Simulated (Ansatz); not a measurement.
GeH₂Cl₃OF: molecular dynamics (part 5 of 5)

Continued. System: GeH₂Cl₃OF. Method: RKS PBE-D4/def2-SVP (Ansatz 0.2.0). It belongs to a series of runs on one base structure; here: dynamics from the highest image of the converged band.

Geometry of the input (Å):
```
Ge -0.3631  0.0862  -0.2156
F  -0.2392  0.8822  1.6597
Cl 1.6025  -0.7512  0.0989
Cl -0.5585  2.0526  -1.0540
Cl -1.0718  -1.2061  -1.8440
O  -1.8488  -0.4391  0.9330
H  -1.9801  -1.4067  1.0003
H  -1.2026  0.1524  1.7132
```

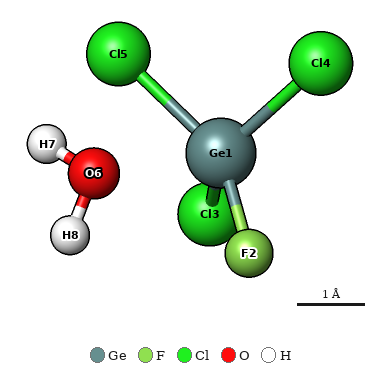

*The geometry at step 175 of the log (ball-and-stick view, seen at a tilt; atoms are numbered from 1 in the order of the input).*

Trajectory as extended XYZ, continued:
```
8
Properties=species:S:1:pos:R:3:forces:R:3 step=148 time_fs=74.0 energy=-98835.46816 temperature=232.8
Ge   -0.2129    0.2080   -0.1993    0.0403   0.5298   2.1266
F    -0.1544    0.8294    1.4974   -0.4198  -0.5105  -0.8624
Cl    1.6200   -0.9146    0.0466    0.4359   0.1936  -0.0894
Cl   -0.6956    2.0814   -1.1128    0.2147   0.2464  -0.2205
Cl   -1.0386   -1.1450   -1.6169   -0.6204  -0.8012  -1.1076
O    -2.3424   -0.6927    0.8321    0.1295  -0.1265  -0.9185
H    -2.4657   -1.5494    0.3362    0.1514   0.7084   0.6670
H    -2.2669   -0.8762    1.7786    0.0685  -0.2401   0.4048
8
Properties=species:S:1:pos:R:3:forces:R:3 step=151 time_fs=75.5 energy=-98835.46202 temperature=224.8
Ge   -0.2106    0.2082   -0.1969    0.0061   0.6321   2.0681
F    -0.1535    0.8245    1.5006   -0.4270  -0.4978  -0.8724
Cl    1.6207   -0.9143    0.0439    0.4607   0.1859  -0.0836
Cl   -0.6964    2.0837   -1.1195    0.2431   0.1580  -0.1546
Cl   -1.0386   -1.1432   -1.6136   -0.6338  -0.8146  -1.1145
O    -2.3530   -0.6986    0.8332    0.2021   0.5808  -0.9960
H    -2.4697   -1.5265    0.3156    0.0690   0.1415   0.4593
H    -2.2732   -0.8869    1.7714    0.0798  -0.3859   0.6938
8
Properties=species:S:1:pos:R:3:forces:R:3 step=153 time_fs=76.5 energy=-98835.46066 temperature=222.9
Ge   -0.2090    0.2085   -0.1950   -0.0207   0.6826   1.9992
F    -0.1532    0.8210    1.5022   -0.4301  -0.4827  -0.8612
Cl    1.6214   -0.9140    0.0420    0.4761   0.1812  -0.0797
Cl   -0.6969    2.0853   -1.1240    0.2619   0.0997  -0.1103
Cl   -1.0388   -1.1423   -1.6118   -0.6357  -0.8122  -1.1073
O    -2.3599   -0.7021    0.8331    0.3142   1.1529  -0.3701
H    -2.4714   -1.5087    0.3076   -0.0160  -0.4581   0.1316
H    -2.2764   -0.8985    1.7745    0.0504  -0.3634   0.3978
8
Properties=species:S:1:pos:R:3:forces:R:3 step=155 time_fs=77.5 energy=-98835.45503 temperature=215.8
Ge   -0.2075    0.2089   -0.1928   -0.0526   0.7184   1.9106
F    -0.1532    0.8172    1.5034   -0.4313  -0.4616  -0.8357
Cl    1.6221   -0.9137    0.0401    0.4902   0.1768  -0.0763
Cl   -0.6973    2.0869   -1.1286    0.2804   0.0421  -0.0664
Cl   -1.0391   -1.1416   -1.6104   -0.6327  -0.8029  -1.0926
O    -2.3667   -0.7050    0.8329    0.4230   1.5390   0.4288
H    -2.4733   -1.4953    0.3009   -0.0802  -0.9377  -0.1617
H    -2.2792   -0.9135    1.7812    0.0033  -0.2740  -0.1067
8
Properties=species:S:1:pos:R:3:forces:R:3 step=157 time_fs=78.5 energy=-98835.45382 temperature=214.4
Ge   -0.2060    0.2093   -0.1904   -0.0895   0.7401   1.8052
F    -0.1533    0.8132    1.5041   -0.4304  -0.4346  -0.7963
Cl    1.6230   -0.9134    0.0381    0.5026   0.1728  -0.0736
Cl   -0.6976    2.0885   -1.1332    0.2985  -0.0149  -0.0232
Cl   -1.0397   -1.1411   -1.6092   -0.6256  -0.7884  -1.0722
O    -2.3732   -0.7069    0.8329    0.4683   1.5065   0.9241
H    -2.4759   -1.4905    0.2928   -0.0862  -1.0123  -0.2192
H    -2.2820   -0.9312    1.7870   -0.0378  -0.1693  -0.5448
8
Properties=species:S:1:pos:R:3:forces:R:3 step=160 time_fs=80.0 energy=-98835.47073 temperature=235.9
Ge   -0.2037    0.2102   -0.1863   -0.1499   0.7482   1.6143
F    -0.1539    0.8067    1.5045   -0.4263  -0.3840  -0.7117
Cl    1.6246   -0.9127    0.0352    0.5171   0.1683  -0.0709
Cl   -0.6979    2.0909   -1.1401    0.3249  -0.0985   0.0399
Cl   -1.0408   -1.1407   -1.6079   -0.6075  -0.7579  -1.0312
O    -2.3824   -0.7082    0.8339    0.3903   0.7356   0.6992
H    -2.4812   -1.5001    0.2777    0.0034  -0.3444   0.1762
H    -2.2868   -0.9605    1.7856   -0.0519  -0.0672  -0.7158
8
Properties=species:S:1:pos:R:3:forces:R:3 step=162 time_fs=81.0 energy=-98835.48102 temperature=249.1
Ge   -0.2023    0.2109   -0.1833   -0.1896   0.7380   1.4606
F    -0.1546    0.8022    1.5043   -0.4231  -0.3446  -0.6382
Cl    1.6259   -0.9123    0.0332    0.5236   0.1664  -0.0695
Cl   -0.6980    2.0925   -1.1446    0.3416  -0.1525   0.0812
Cl   -1.0417   -1.1408   -1.6074   -0.5897  -0.7305  -0.9949
O    -2.3883   -0.7085    0.8351    0.2897   0.1434   0.1352
H    -2.4848   -1.5116    0.2690    0.0712   0.2397   0.4988
H    -2.2906   -0.9809    1.7763   -0.0239  -0.0598  -0.4732
8
Properties=species:S:1:pos:R:3:forces:R:3 step=164 time_fs=82.0 energy=-98835.48562 temperature=255.2
Ge   -0.2008    0.2117   -0.1801   -0.2265   0.7155   1.2824
F    -0.1555    0.7975    1.5037   -0.4204  -0.3015  -0.5509
Cl    1.6272   -0.9117    0.0312    0.5278   0.1656  -0.0681
Cl   -0.6980    2.0941   -1.1492    0.3575  -0.2044   0.1221
Cl   -1.0428   -1.1410   -1.6072   -0.5669  -0.6959  -0.9498
O    -2.3939   -0.7086    0.8364    0.1966  -0.2273  -0.4442
H    -2.4877   -1.5210    0.2651    0.1067   0.6385   0.6605
H    -2.2946   -1.0020    1.7625    0.0250  -0.0904  -0.0520
8
Properties=species:S:1:pos:R:3:forces:R:3 step=166 time_fs=83.0 energy=-98835.49036 temperature=261.4
Ge   -0.1994    0.2126   -0.1767   -0.2601   0.6807   1.0799
F    -0.1566    0.7926    1.5029   -0.4184  -0.2549  -0.4497
Cl    1.6288   -0.9112    0.0292    0.5297   0.1660  -0.0665
Cl   -0.6980    2.0956   -1.1537    0.3727  -0.2537   0.1627
Cl   -1.0441   -1.1414   -1.6073   -0.5392  -0.6537  -0.8958
O    -2.3995   -0.7089    0.8374    0.1407  -0.3086  -0.7815
H    -2.4897   -1.5244    0.2673    0.0989   0.7389   0.5879
H    -2.2984   -1.0239    1.7483    0.0757  -0.1148   0.3629
8
Properties=species:S:1:pos:R:3:forces:R:3 step=169 time_fs=84.5 energy=-98835.50219 temperature=276.4
Ge   -0.1973    0.2141   -0.1714   -0.3073   0.6066   0.7385
F    -0.1587    0.7850    1.5013   -0.4157  -0.1783  -0.2725
Cl    1.6313   -0.9102    0.0261    0.5280   0.1691  -0.0638
Cl   -0.6976    2.0976   -1.1604    0.3939  -0.3222   0.2223
Cl   -1.0462   -1.1424   -1.6078   -0.4911  -0.5793  -0.8009
O    -2.4077   -0.7096    0.8382    0.1688  -0.0072  -0.4482
H    -2.4910   -1.5171    0.2801    0.0174   0.3164   0.0611
H    -2.3027   -1.0587    1.7339    0.1061  -0.0050   0.5637
8
Properties=species:S:1:pos:R:3:forces:R:3 step=171 time_fs=85.5 energy=-98835.50184 temperature=275.9
Ge   -0.1960    0.2152   -0.1677   -0.3393   0.5438   0.4944
F    -0.1603    0.7799    1.5000   -0.4132  -0.1227  -0.1389
Cl    1.6332   -0.9096    0.0241    0.5236   0.1728  -0.0625
Cl   -0.6973    2.0989   -1.1648    0.4071  -0.3644   0.2606
Cl   -1.0479   -1.1432   -1.6084   -0.4572  -0.5260  -0.7323
O    -2.4130   -0.7102    0.8383    0.2513   0.2985   0.2553
H    -2.4915   -1.5079    0.2901   -0.0562  -0.1933  -0.4325
H    -2.3043   -1.0820    1.7308    0.0840   0.1914   0.3558
8
Properties=species:S:1:pos:R:3:forces:R:3 step=173 time_fs=86.5 energy=-98835.49183 temperature=263.3
Ge   -0.1947    0.2164   -0.1640   -0.3737   0.4721   0.2448
F    -0.1622    0.7747    1.4986   -0.4095  -0.0637   0.0056
Cl    1.6352   -0.9088    0.0220    0.5161   0.1781  -0.0618
Cl   -0.6968    2.1001   -1.1691    0.4198  -0.4041   0.2972
Cl   -1.0496   -1.1442   -1.6092   -0.4232  -0.4731  -0.6635
O    -2.4182   -0.7105    0.8385    0.3368   0.4639   0.9612
H    -2.4926   -1.5004    0.2960   -0.1096  -0.5907  -0.8139
H    -2.3051   -1.1036    1.7311    0.0433   0.4175   0.0303
8
Properties=species:S:1:pos:R:3:forces:R:3 step=175 time_fs=87.5 energy=-98835.48563 temperature=255.4
Ge   -0.1935    0.2176   -0.1602   -0.4108   0.3935  -0.0054
F    -0.1642    0.7694    1.4973   -0.4043  -0.0021   0.1588
Cl    1.6374   -0.9081    0.0199    0.5054   0.1849  -0.0619
Cl   -0.6963    2.1012   -1.1734    0.4319  -0.4415   0.3319
Cl   -1.0515   -1.1453   -1.6103   -0.3896  -0.4224  -0.5972
O    -2.4231   -0.7106    0.8394    0.3784   0.3054   1.2936
H    -2.4947   -1.4984    0.2944   -0.1168  -0.6032  -0.8837
H    -2.3055   -1.1211    1.7316    0.0058   0.5854  -0.2360
8
Properties=species:S:1:pos:R:3:forces:R:3 step=178 time_fs=89.0 energy=-98835.49257 temperature=264.0
Ge   -0.1917    0.2196   -0.1546   -0.4683   0.2672  -0.3761
F    -0.1677    0.7616    1.4954   -0.3945   0.0925   0.3985
Cl    1.6409   -0.9068    0.0167    0.4828   0.1984  -0.0636
Cl   -0.6952    2.1026   -1.1796    0.4488  -0.4935   0.3803
Cl   -1.0544   -1.1472   -1.6121   -0.3405  -0.3519  -0.5041
O    -2.4302   -0.7104    0.8420    0.3333  -0.3962   0.8727
H    -2.4998   -1.5046    0.2771   -0.0512   0.0733  -0.4071
H    -2.3060   -1.1369    1.7281   -0.0105   0.6103  -0.3007
8
Properties=species:S:1:pos:R:3:forces:R:3 step=180 time_fs=90.0 energy=-98835.49349 temperature=265.2
Ge   -0.1906    0.2210   -0.1509   -0.5042   0.1807  -0.6185
F    -0.1703    0.7564    1.4945   -0.3878   0.1543   0.5597
Cl    1.6434   -0.9059    0.0146    0.4635   0.2095  -0.0652
Cl   -0.6943    2.1033   -1.1836    0.4592  -0.5251   0.4106
Cl   -1.0565   -1.1486   -1.6134   -0.3091  -0.3076  -0.4437
O    -2.4346   -0.7106    0.8445    0.2612  -0.7774   0.2272
H    -2.5039   -1.5089    0.2600    0.0045   0.5992   0.0290
H    -2.3065   -1.1402    1.7222    0.0127   0.4665  -0.0992
8
Properties=species:S:1:pos:R:3:forces:R:3 step=182 time_fs=91.0 energy=-98835.48880 temperature=259.3
Ge   -0.1896    0.2223   -0.1473   -0.5353   0.0944  -0.8559
F    -0.1730    0.7513    1.4937   -0.3816   0.2129   0.7171
Cl    1.6461   -0.9049    0.0124    0.4411   0.2222  -0.0666
Cl   -0.6933    2.1040   -1.1874    0.4687  -0.5540   0.4395
Cl   -1.0587   -1.1501   -1.6149   -0.2789  -0.2636  -0.3823
O    -2.4389   -0.7112    0.8471    0.1879  -0.8599  -0.4191
H    -2.5080   -1.5076    0.2431    0.0434   0.9070   0.3505
H    -2.3068   -1.1390    1.7155    0.0546   0.2409   0.2169
8
Properties=species:S:1:pos:R:3:forces:R:3 step=184 time_fs=92.0 energy=-98835.48677 temperature=256.8
Ge   -0.1886    0.2237   -0.1438   -0.5603   0.0096  -1.0857
F    -0.1760    0.7463    1.4934   -0.3761   0.2668   0.8663
Cl    1.6488   -0.9039    0.0103    0.4161   0.2365  -0.0676
Cl   -0.6922    2.1044   -1.1912    0.4772  -0.5796   0.4671
Cl   -1.0610   -1.1516   -1.6166   -0.2491  -0.2185  -0.3190
O    -2.4430   -0.7123    0.8494    0.1424  -0.6351  -0.8261
H    -2.5116   -1.4979    0.2294    0.0557   0.9049   0.4690
H    -2.3066   -1.1355    1.7108    0.0941   0.0155   0.4960
8
Properties=species:S:1:pos:R:3:forces:R:3 step=187 time_fs=93.5 energy=-98835.49444 temperature=266.4
Ge   -0.1874    0.2258   -0.1388   -0.5868  -0.1132  -1.4058
F    -0.1808    0.7391    1.4937   -0.3687   0.3362   1.0649
Cl    1.6531   -0.9023    0.0070    0.3746   0.2604  -0.0679
Cl   -0.6903    2.1048   -1.1966    0.4879  -0.6113   0.5058
Cl   -1.0645   -1.1540   -1.6191   -0.2046  -0.1481  -0.2215
O    -2.4491   -0.7146    0.8521    0.1819   0.0840  -0.5958
H    -2.5162   -1.4682    0.2167    0.0238   0.3358   0.2179
H    -2.3046   -1.1304    1.7127    0.0918  -0.1439   0.5026
8
Properties=species:S:1:pos:R:3:forces:R:3 step=189 time_fs=94.5 energy=-98835.49255 temperature=263.8
Ge   -0.1866    0.2272   -0.1357   -0.5993  -0.1905  -1.5926
F    -0.1842    0.7344    1.4946   -0.3635   0.3736   1.1737
Cl    1.6562   -0.9011    0.0048    0.3446   0.2779  -0.0675
Cl   -0.6888    2.1049   -1.2001    0.4938  -0.6281   0.5295
Cl   -1.0669   -1.1557   -1.6209   -0.1754  -0.1012  -0.1575
O    -2.4530   -0.7161    0.8534    0.2785   0.6475   0.0758
H    -2.5190   -1.4435    0.2113   -0.0171  -0.2683  -0.1550
H    -2.3022   -1.1285    1.7200    0.0384  -0.1109   0.1936
8
Properties=species:S:1:pos:R:3:forces:R:3 step=191 time_fs=95.5 energy=-98835.47873 temperature=246.3
Ge   -0.1859    0.2285   -0.1328   -0.6099  -0.2621  -1.7484
F    -0.1878    0.7300    1.4961   -0.3570   0.4030   1.2586
Cl    1.6593   -0.8998    0.0025    0.3127   0.2964  -0.0669
Cl   -0.6872    2.1048   -1.2033    0.4987  -0.6418   0.5510
Cl   -1.0694   -1.1574   -1.6227   -0.1475  -0.0574  -0.0974
O    -2.4568   -0.7173    0.8547    0.3824   1.0763   0.7824
H    -2.5218   -1.4214    0.2044   -0.0475  -0.7748  -0.4763
H    -2.2994   -1.1276    1.7291   -0.0318  -0.0398  -0.2030
8
Properties=species:S:1:pos:R:3:forces:R:3 step=193 time_fs=96.5 energy=-98835.46676 temperature=231.1
Ge   -0.1853    0.2298   -0.1302   -0.6198  -0.3260  -1.8659
F    -0.1916    0.7258    1.4982   -0.3484   0.4241   1.3156
Cl    1.6625   -0.8984    0.0003    0.2786   0.3158  -0.0665
Cl   -0.6855    2.1045   -1.2065    0.5027  -0.6529   0.5702
Cl   -1.0719   -1.1591   -1.6246   -0.1218  -0.0187  -0.0436
O    -2.4603   -0.7178    0.8565    0.4368   1.1808   1.0882
H    -2.5251   -1.4064    0.1931   -0.0422  -0.9165  -0.4972
H    -2.2969   -1.1272    1.7363   -0.0858  -0.0066  -0.5007
8
Properties=species:S:1:pos:R:3:forces:R:3 step=196 time_fs=98.0 energy=-98835.46667 temperature=230.6
Ge   -0.1846    0.2317   -0.1266   -0.6322  -0.4045  -1.9649
F    -0.1976    0.7199    1.5026   -0.3316   0.4384   1.3424
Cl    1.6674   -0.8963   -0.0032    0.2237   0.3462  -0.0665
Cl   -0.6827    2.1037   -1.2109    0.5068  -0.6652   0.5945
Cl   -1.0757   -1.1616   -1.6274   -0.0882   0.0288   0.0255
O    -2.4651   -0.7172    0.8603    0.3786   0.7786   0.4948
H    -2.5307   -1.3993    0.1687    0.0336  -0.4186   0.1096
H    -2.2948   -1.1268    1.7381   -0.0908  -0.1037  -0.5353
8
Properties=species:S:1:pos:R:3:forces:R:3 step=198 time_fs=99.0 energy=-98835.46450 temperature=227.9
Ge   -0.1842    0.2329   -0.1246   -0.6360  -0.4448  -1.9835
F    -0.2019    0.7162    1.5064   -0.3188   0.4355   1.3192
Cl    1.6708   -0.8947   -0.0055    0.1852   0.3671  -0.0662
Cl   -0.6806    2.1030   -1.2136    0.5082  -0.6700   0.6080
Cl   -1.0783   -1.1633   -1.6293   -0.0678   0.0559   0.0675
O    -2.4680   -0.7163    0.8633    0.2794   0.4624  -0.2659
H    -2.5341   -1.4004    0.1527    0.0921   0.0449   0.6165
H    -2.2944   -1.1276    1.7329   -0.0423  -0.2510  -0.2956
8
Properties=species:S:1:pos:R:3:forces:R:3 step=200 time_fs=100.0 energy=-98835.45934 temperature=221.5
Ge   -0.1839    0.2340   -0.1229   -0.6342  -0.4768  -1.9710
F    -0.2063    0.7127    1.5109   -0.3057   0.4222   1.2635
Cl    1.6742   -0.8930   -0.0078    0.1463   0.3883  -0.0651
Cl   -0.6784    2.1021   -1.2162    0.5084  -0.6713   0.6198
Cl   -1.0809   -1.1650   -1.6311   -0.0469   0.0830   0.1099
O    -2.4708   -0.7150    0.8661    0.1812   0.3037  -0.9165
H    -2.5367   -1.4011    0.1426    0.1264   0.3560   0.9345
H    -2.2944   -1.1309    1.7249    0.0246  -0.4049   0.0250
```

Summary:

- outcome: finished
- mean temperature over the second half: 299 K
- trajectory: 200 steps, 100 fs
- ensemble: nve
- temperature in the input: 300.0 K
- time step: 0.5 fs
- potential energy (last step): −98835.4594 eV
- mean-field energy (last step): −98835.1812 eV
- largest force (length of the vector) (last step): 2.125 eV/Å
- wall time: 4.6 min (CPU time 17 min)
- peak memory: 0.19 GiB

Remarks:

So short a trajectory is not equilibrated.
